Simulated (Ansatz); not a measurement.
# Calculations on HfSiNH$_{8}$O$_{3}$Cl

### Relaxation

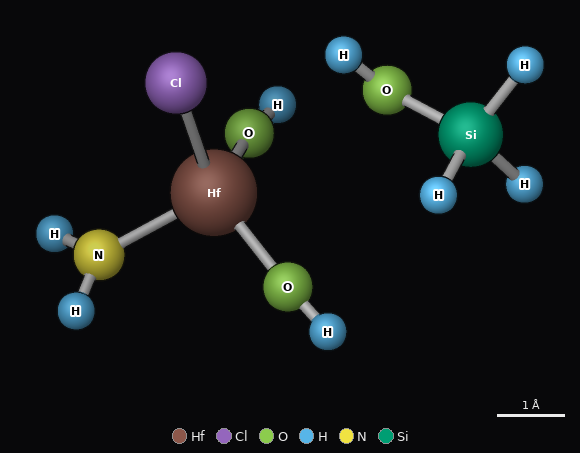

Starting structure of HfSiNH₈O₃Cl. Style: ball-and-stick. Shown at a tilt.

The run prepares an end point of a later path (reaction) calculation, from a guessed geometry.

Method: RHF/def2-SVP (Ansatz).

The input:
```yaml
crystal:
  periodic: [false, false, false]
  atoms:
    - { symbol: Hf, position_ang: [-0.282284, -0.368491, -0.039019] }
    - { symbol: Cl, position_ang: [-0.64566, -0.611478, 2.425563] }
    - { symbol: O, position_ang: [1.570039, -0.614345, -0.522711] }
    - { symbol: H, position_ang: [2.461188, -0.646193, -0.81539] }
    - { symbol: O, position_ang: [-1.204946, 1.181938, -0.712702] }
    - { symbol: H, position_ang: [-1.501881, 2.025904, -0.999498] }
    - { symbol: "N", position_ang: [-1.228599, -1.937363, -0.924938] }
    - { symbol: H, position_ang: [-2.198644, -1.967919, -1.192278] }
    - { symbol: H, position_ang: [-0.809552, -2.825767, -1.140772] }
    - { symbol: O, position_ang: [1.290609, 1.895492, 1.706645] }
    - { symbol: Si, position_ang: [2.934116, 2.095583, 1.834571] }
    - { symbol: H, position_ang: [3.616122, 0.801721, 2.069629] }
    - { symbol: H, position_ang: [3.391483, 2.678368, 0.558097] }
    - { symbol: H, position_ang: [3.266281, 3.008069, 2.953142] }
    - { symbol: H, position_ang: [0.801527, 1.512781, 2.45266] }
basis:
  gaussian: { orbitals: def2-SVP }
hamiltonian:
  xc: hf
relax:
  f_tol: 0.03
  max_steps: 50
output:
  orbitals: {}
```

Command:
```bash
ansatz run input.yaml --threads 4 --pin off --max-ram 5120MiB --backend cpu --events-out ev --progress --plain --runs-dir out
```

What does the optimiser find from here?

Answer. The energy falls by 7.41 kcal/mol in 14 accepted moves (16 points after the start). The largest force component goes from 0.93 to 0.017 eV/Å. The line search rejected the trial steps at points 3, 11 of the run. The atom that moves furthest after the best rigid fit is H8 (0.74 Å). By element the largest moves are H 0.74 Å, O 0.52 Å, Si 0.46 Å, N 0.45 Å, Hf 0.44 Å, Cl 0.33 Å. Among the contacts that change: Hf1–O10 3.263 → 2.405 Å, Hf1–H15 3.305 → 2.914 Å, Hf1–O3 1.930 → 1.990 Å, O10–Si11 1.661 → 1.702 Å. New bonds form, among them: Hf1–O10 (3.26 → 2.40 Å). Bond angles that change, for instance: Hf1–O3–H4 173.6° → 135.3°, Cl2–Hf1–O3 111.9° → 119.1°, O10–Si11–H14 110.8° → 104.3°. Groups turn about O10–Si11 by about 35°, Hf1–N7 by about 25°.

Final geometry:

```xyz
15

Hf   -0.1199   -0.1385    0.2971
Cl   -0.8886   -0.7952    2.5483
O     1.8073   -0.3321   -0.1611
H     2.2942   -0.7805   -0.8318
O    -1.0706    1.3462   -0.4918
H    -1.4335    2.1155   -0.8872
N    -0.8815   -1.6661   -0.8420
H    -1.6476   -1.5706   -1.4861
H    -0.6387   -2.6407   -0.7886
O     1.0912    1.4116    1.6801
Si    2.7383    1.8110    1.5268
H     3.6057    0.6823    1.8894
H     2.9808    2.3161    0.1707
H     2.9430    2.9024    2.5081
H     0.6797    1.5668    2.5211
```

After the run, drawn alike:

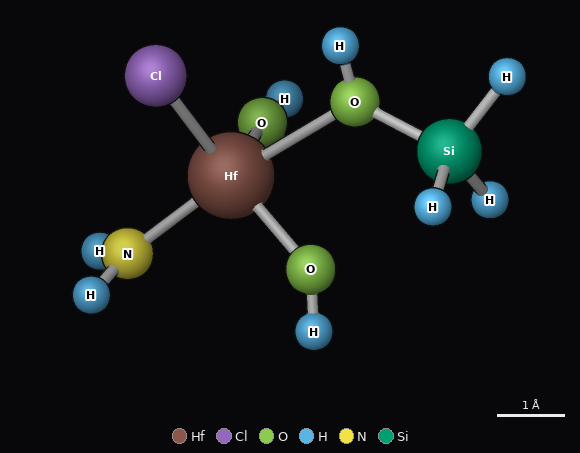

Limits of the set-up: the start holds two separate molecules, 2.6 Å apart at their closest, whose relative position is a soft coordinate and is computed without a dispersion correction; Hartree-Fock leaves out electron correlation.

### Relaxation

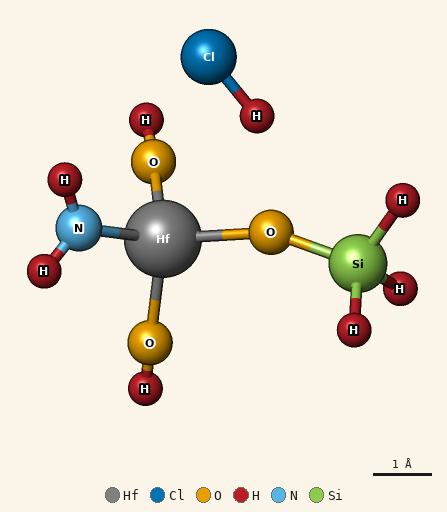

Starting structure of HfSiNH8O3Cl. The picture is a ball-and-stick view, seen from a free direction.

The run prepares an end point of a later path (reaction) calculation, from a guessed geometry.

Method: RHF/def2-SVP in Ansatz 0.2.0.

Input file:
```yaml
crystal:
  periodic: [false, false, false]
  atoms:
    - { symbol: Hf, position_ang: [0.33195, 0.169905, -0.461302] }
    - { symbol: Cl, position_ang: [-1.496112, 0.657706, 2.7448] }
    - { symbol: O, position_ang: [1.558785, -0.187857, -1.910047] }
    - { symbol: H, position_ang: [2.083339, -0.209319, -2.687573] }
    - { symbol: O, position_ang: [-1.031197, 1.447558, -0.975665] }
    - { symbol: H, position_ang: [-1.764291, 2.007166, -1.146144] }
    - { symbol: "N", position_ang: [-0.445732, -1.666205, 0.029699] }
    - { symbol: H, position_ang: [-1.187191, -1.851034, 0.683575] }
    - { symbol: H, position_ang: [-0.139982, -2.54137, -0.358115] }
    - { symbol: O, position_ang: [1.422525, 0.932206, 1.092534] }
    - { symbol: Si, position_ang: [2.766871, 1.497778, 1.834207] }
    - { symbol: H, position_ang: [3.788301, 0.432596, 1.979642] }
    - { symbol: H, position_ang: [3.367898, 2.614197, 1.064081] }
    - { symbol: H, position_ang: [2.417365, 1.998168, 3.187524] }
    - { symbol: H, position_ang: [-0.212729, 0.926805, 2.575783] }
basis:
  gaussian: { orbitals: def2-SVP }
hamiltonian:
  xc: hf
relax:
  f_tol: 0.03
  max_steps: 50
```

Run as
```bash
ansatz run input.yaml --threads 4 --pin off --max-ram 5120MiB --backend cpu --events-out ev --progress --plain --runs-dir out
```

Q: Predict the outcome.

A: Cl2 moves most after the best rigid fit: 0.27 Å. By element the largest moves are Cl 0.27 Å, H 0.13 Å, O 0.08 Å, Hf 0.07 Å, Si 0.05 Å, N 0.03 Å. Some distances before and after: Hf1–H15 3.177 → 3.264 Å, Cl2–H15 1.322 → 1.277 Å, Hf1–O10 2.046 → 2.002 Å. Bond angles that change, for instance: Hf1–O3–H4 168.8° → 171.4°, Hf1–O5–H6 172.5° → 174.8°, Hf1–O10–Si11 155.7° → 157.9°. After 8 accepted moves (10 points after the start) the energy has fallen by 0.056 eV. Largest force component: 1.3 eV/Å at the start, 0.013 eV/Å at the end. The line search rejected the trial steps at points 2, 8 of the run.

History of the run:

```tsv
step	E − E(0), eV	largest force component, eV/Å	note
0	0.0000	1.2932	
1	-0.0259	1.1187	
2	-0.0073	1.4795	rejected
3	-0.0426	0.5673	
4	-0.0511	0.2733	
5	-0.0513	0.2410	
6	-0.0516	0.2330	
7	-0.0557	0.0321	
8	-0.0546	0.1446	rejected
9	-0.0559	0.0305	
10	-0.0563	0.0128
```

Final geometry:

```xyz
15

Hf    0.3700    0.1652   -0.5228
Cl   -1.4024    0.6772    2.9942
O     1.5941   -0.2022   -1.9759
H     2.1331   -0.2665   -2.7412
O    -1.0085    1.4449   -0.9917
H    -1.7291    2.0186   -1.1693
N    -0.4433   -1.6440    0.0153
H    -1.1973   -1.7747    0.6676
H    -0.1508   -2.5480   -0.3125
O     1.4157    0.9179    1.0094
Si    2.7179    1.4948    1.8226
H     3.7588    0.4493    1.9629
H     3.3093    2.6547    1.1141
H     2.3019    1.9311    3.1780
H    -0.2097    0.9101    2.6022
```

After the run, drawn alike:

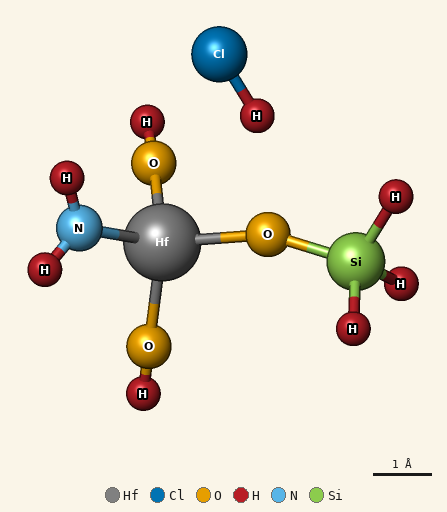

Limits of the set-up: the start holds two separate molecules, 2.2 Å apart at their closest, whose relative position is a soft coordinate and is computed without a dispersion correction; Hartree-Fock leaves out electron correlation.

### Path

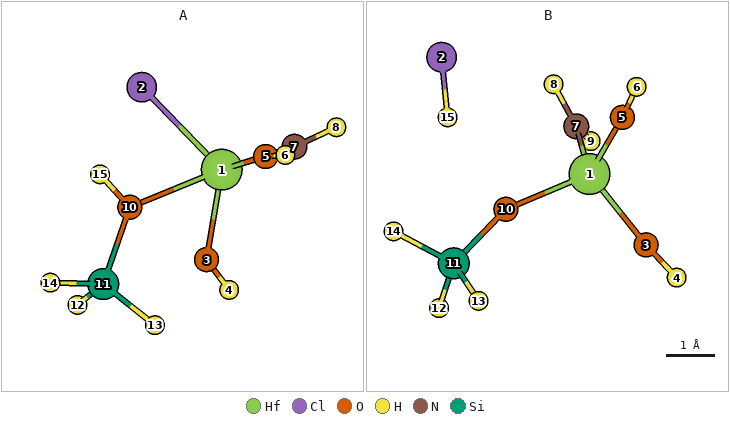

The two relaxed end points of a path for HfSiNH$_{8}$O$_{3}$Cl. The picture is a ball-and-stick view, seen from a free direction.

Level of theory: RHF/def2-SVP in Ansatz.

Set-up: 5 movable images; climbing image; force threshold 0.05 eV/Å; iteration limit 60.

Start:
```xyz
15

Hf   -0.1192   -0.1398    0.2976
Cl   -0.8812   -0.8048    2.5486
O     1.8074   -0.3278   -0.1657
H     2.2938   -0.7731   -0.8388
O    -1.0750    1.3450   -0.4849
H    -1.4404    2.1146   -0.8772
N    -0.8800   -1.6659   -0.8443
H    -1.6478   -1.5701   -1.4864
H    -0.6349   -2.6400   -0.7943
O     1.0917    1.4089    1.6822
Si    2.7375    1.8125    1.5264
H     3.6083    0.6847    1.8836
H     2.9758    2.3220    0.1712
H     2.9421    2.9015    2.5104
H     0.6817    1.5607    2.5247
```

End:
```xyz
15

Hf    0.3887    0.1548   -0.5272
Cl   -1.4505    0.7372    2.9442
O     1.6385   -0.2471   -1.9490
H     2.1926   -0.3285   -2.7018
O    -0.9649    1.4430   -1.0429
H    -1.6749    2.0222   -1.2437
N    -0.4564   -1.6372    0.0192
H    -1.2252   -1.7501    0.6574
H    -0.1675   -2.5491   -0.2895
O     1.4109    0.9176    1.0158
Si    2.7025    1.4915    1.8480
H     3.7281    0.4365    2.0248
H     3.3219    2.6344    1.1357
H     2.2634    1.9519    3.1880
H    -0.2473    0.9510    2.5741
```

### Predict the minimum-energy path and its barrier.

The highest point, image 4, lies 1.01 eV above the start and 0.36 eV above the end; the end is at +0.65 eV relative to the start. Breaking: Hf1–Cl2 (2.47 → 2.97 at the top → 3.97 Å), O10–H15 (0.95 → 1.31 at the top → 2.28 Å). Forming: Cl2–H15 (2.84 → 1.46 at the top → 1.28 Å). The band is converged. At the top, the vibrational analysis gives one imaginary mode (1083i cm⁻¹), as a transition state must have.

Energies of the converged images:

```json
{"image": "0", "path (Å)": "0.00", "E (eV)": "0.000"}
{"image": "1", "path (Å)": "1.44", "E (eV)": "0.017"}
{"image": "2", "path (Å)": "2.89", "E (eV)": "0.024"}
{"image": "3", "path (Å)": "4.33", "E (eV)": "0.078"}
{"image": "4", "path (Å)": "5.77", "E (eV)": "1.010"}
{"image": "5", "path (Å)": "6.56", "E (eV)": "0.696"}
{"image": "6", "path (Å)": "7.34", "E (eV)": "0.647"}
```

The geometry at the top of the path:

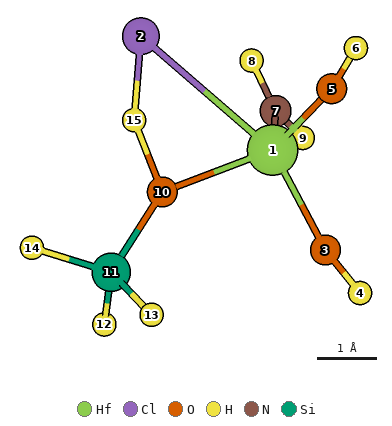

Limits of the set-up: Hartree-Fock leaves out electron correlation.

Cost: 4.6 min on 4 threads of Arm Neoverse V2 (shared host), peak memory 0.53 GiB.
